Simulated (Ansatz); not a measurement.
NbN: pressure series

Base system: NbN in the rock salt structure (space group Fm-3m, No. 225).

```
CELL_PARAMETERS angstrom
      0.00000     2.21059     2.21059
      2.21059     0.00000     2.21059
      2.21059     2.21059     0.00000
ATOMIC_POSITIONS crystal
  N  0.00000 0.00000 0.00000
  Nb 0.50000 0.50000 0.50000
```

Cell and atoms are relaxed at each pressure.

Calculations: PBE in Ansatz (plane waves to 420 eV, PAW, no SOC), earlier PAW set.

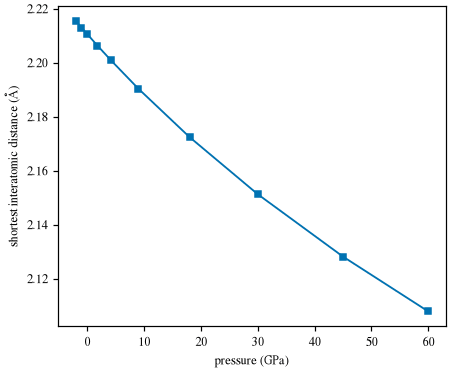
Figure: Shortest interatomic distance against pressure

```csv
pressure (GPa),shortest interatomic distance
-2,221.5 pm
-1,221.3 pm
1.8,220.6 pm
4.2,220.1 pm
9,219.0 pm
18,217.2 pm
30,215.1 pm
45,212.8 pm
60,210.8 pm
```

Load acts through the strain it causes; cell and atoms are relaxed under it. No phonon test of stability was made. Competing high-pressure phases were not computed. All final runs are without spin polarisation.

Ansatz is a quantum-chemistry and plane-wave program.
